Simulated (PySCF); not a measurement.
**H4N2, SMILES `NN`: what the electrons do**

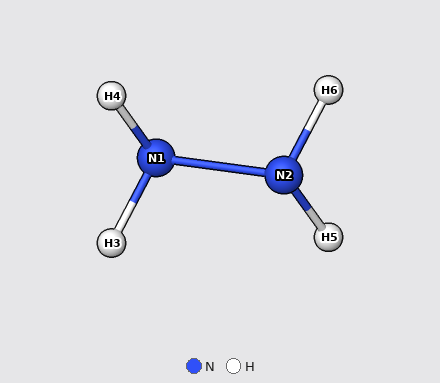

The molecule, with its atoms numbered as below. No frequency check shows the geometry to be a minimum.

Geometry (Å), atoms numbered from 1:

```
N1       0.7184   -0.0000   -0.1464
N2      -0.7184   -0.0000    0.1464
H3       1.0962    0.8149    0.3359
H4       1.0962   -0.8148    0.3359
H5      -1.0962    0.8149   -0.3359
H6      -1.0962   -0.8148   -0.3359
```

Part 1: Bonding charge

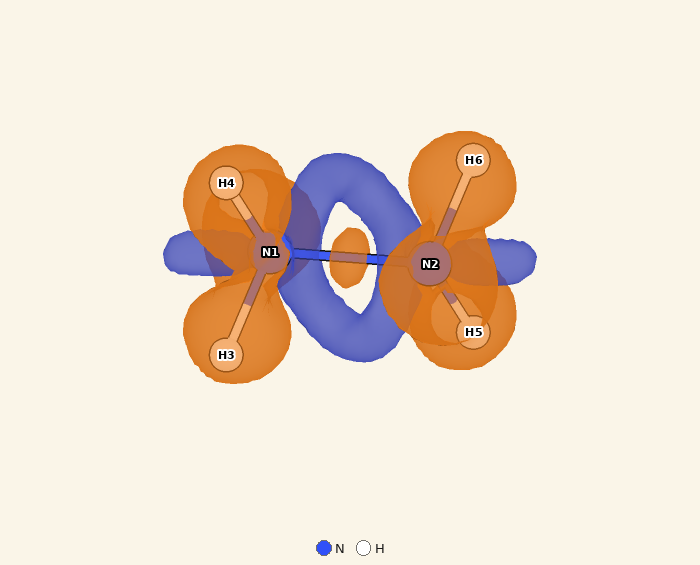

Deformation density (molecule less spherical, spin-averaged free atoms at the same positions), surfaces at ±0.1 e/Å³; orange: gain, blue: loss.

Level of theory: B3LYP/cc-pVDZ (PySCF), at a geometry from GFN2-xTB.

Question: How much density has each bond gained at its critical point, relative to the free atoms?

Answer: N1–H4, N2–H6, N1–H3 and N2–H5: +0.82 e/Å³ at the bond critical point (bond length 1.02 Å, Mayer order 1.0). N1–N2: +0.26 e/Å³ at the bond critical point (bond length 1.47 Å, Mayer order 1.0). In all, 1.3 electrons gather in the regions of gain relative to the promolecule.

Part 2: Electrostatic potential

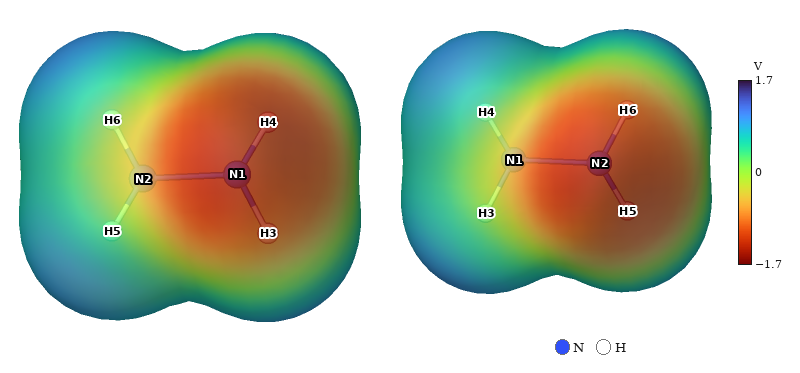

Electrostatic potential on the surface of electron density 0.001 a.u. (back view left, front view right).

Question: Where are the extremes of the potential on the surface?

Answer: Highest: 0.99 V, 1.3 Å from H3, and at like points elsewhere. Lowest: −1.60 V, 1.9 Å from N1, and at like points elsewhere. The surface is sampled at points, so like sites can differ by a few per cent and only the strongest of them is named.

Part 3: Excited states

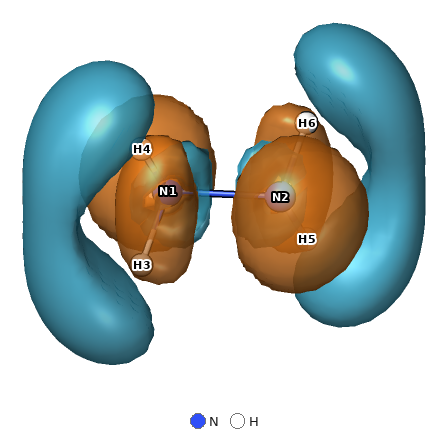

Unrelaxed difference density of S₂ less the ground state (TDA singlet states), ±0.015 e/Å³; light blue: gain, orange: loss.

Level of theory: B3LYP/def2-TZVP (PySCF), at a geometry from GFN2-xTB. Without diffuse functions Rydberg states are missing, so the states' numbers hold for this basis only.

Question: How does the charge move on excitation?

Answer: 0.78 e is displaced in all, of which about 0.5 e passes between atoms: N1 and N2 (0.27 e each) lose electrons and H3, H4, H5 and H6 (0.13 e each) gain them. The state: 5.76 eV (215 nm), f = 0.020, partly diffuse acceptor orbital, which a basis without diffuse functions describes poorly; the leading pair carries 100 %; hole on N1 and N2 (42 % each), electron on H3, H4, H5 and H6 (17 % each) and N1 and N2 (15 % each) (atom shares of so diffuse an orbital are rough); their centroids lie 0.0 Å apart.

Part 4: Removing or adding an electron

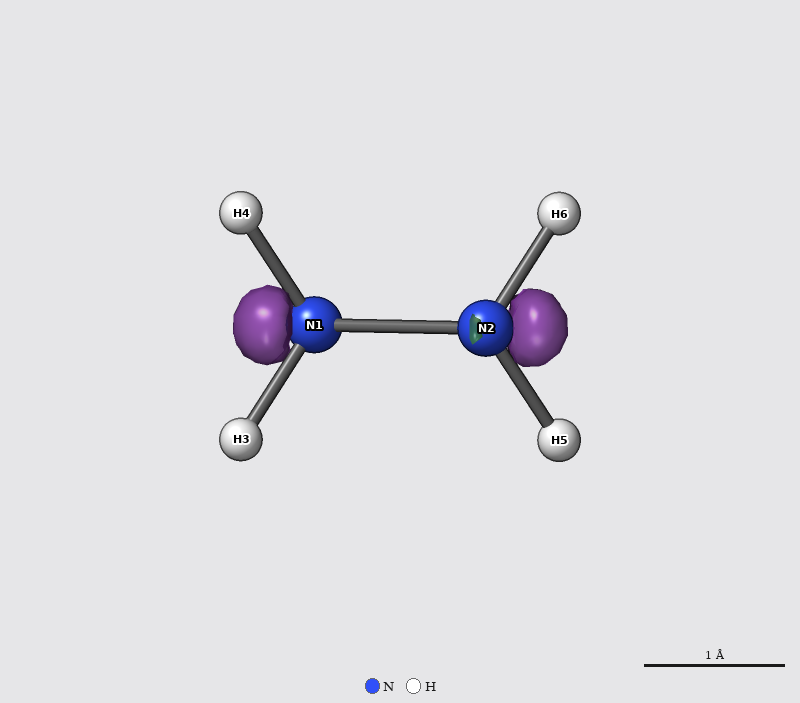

Fukui function f⁺ = ρ(N+1) − ρ(N) at fixed geometry, surfaces at ±0.08 e/Å³ (purple positive, green negative).

Method: B3LYP/cc-pVTZ; geometry: GFN2-xTB; program: PySCF.

Question: Which atoms respond most to the addition of an electron?

Answer: f⁺ (Hirshfeld-condensed) is largest on H3, H4, H5 and H6 (0.19 each) and N1 and N2 (0.12 each); the vertical electron affinity is −2.75 eV (the stability of the anion's solution wasn't checked; negative, but this basis has no diffuse functions, so it doesn't show that the anion is unbound). Condensed values hint at sites of nucleophilic attack but needn't mark the atom that reacts. Orbital relaxation makes it negative in places (0.06 e in all).

Part 5: Localised orbitals

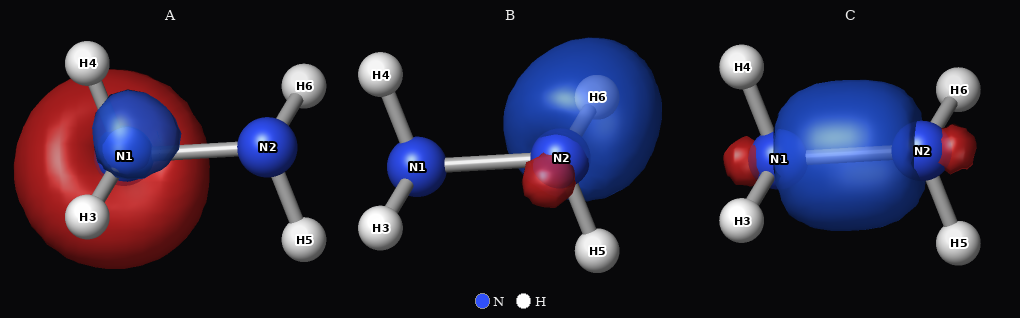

Foster–Boys orbitals, occupied; each surface holds about 80 % of the orbital's density. Energies are diagonal elements of the Fock matrix.

Computed with PySCF, B3LYP/aug-cc-pVDZ, geometry: GFN2-xTB.

Question: Identify each orbital.

Answer: By panel:
- A: lone pair on N1 (sp2-type) (N1 99 %; −9.4 eV)
- B: σ bond N2–H6 (N2 61 %, H6 38 %; −15.9 eV)
- C: σ bond N2–N1 (N2 50 %, N1 50 %; −17.5 eV)

Question: Which has the smallest and which the largest spatial spread?

Answer: Smallest: B (0.76 Å); largest: A (0.85 Å).

Part 6: Stretching a bond

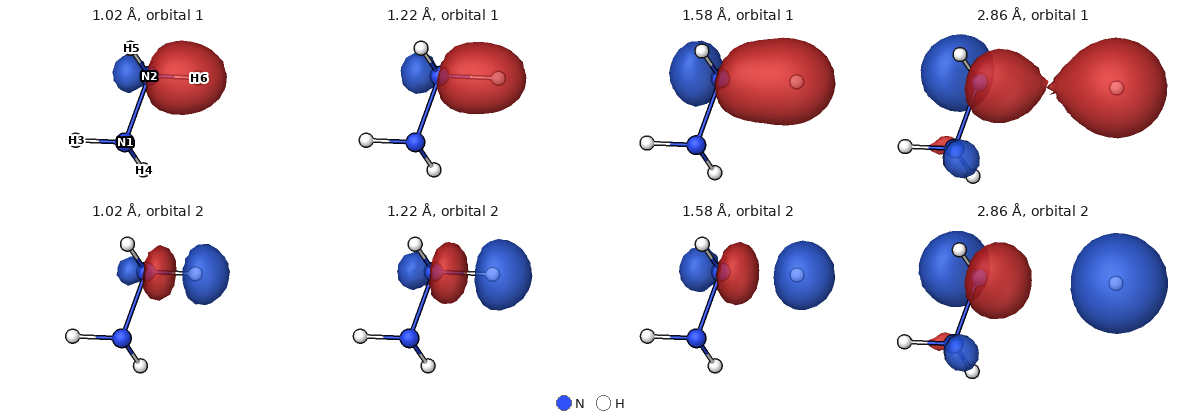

Rigid stretch of the N2–H6 bond. The two CASSCF(2,2) natural orbitals nearest half filling (orbital 1 the more occupied).

Computed with PySCF, def2-SVPD basis, geometry: GFN2-xTB.

Question: How do the occupations change along the stretch?

Answer: 1.02 Å: 1.98 and 0.02; 1.22 Å: 1.96 and 0.04; 1.58 Å: 1.86 and 0.14; 2.86 Å: 1.17 and 0.83. At the longest distance computed (2.86 Å) they are 1.17 and 0.83, and the effective number of unpaired electrons is 1.9.

Question: Where does the UHF solution part from RHF?

Answer: Between 1.38 Å (⟨S²⟩ = 0, the two coincide) and 1.58 Å (⟨S²⟩ = 0.48); at 2.86 Å ⟨S²⟩ is 1.01 and UHF lies 4.5 eV below RHF.

Question: How much energy does the stretch cost?

Answer: By CASSCF, 3.6 eV from the lowest point of the scan (1.02 Å) to 2.86 Å; RHF gives 7.5 eV from its own lowest point. The fragments aren't relaxed and dynamic correlation is missing, so this isn't a bond dissociation energy.
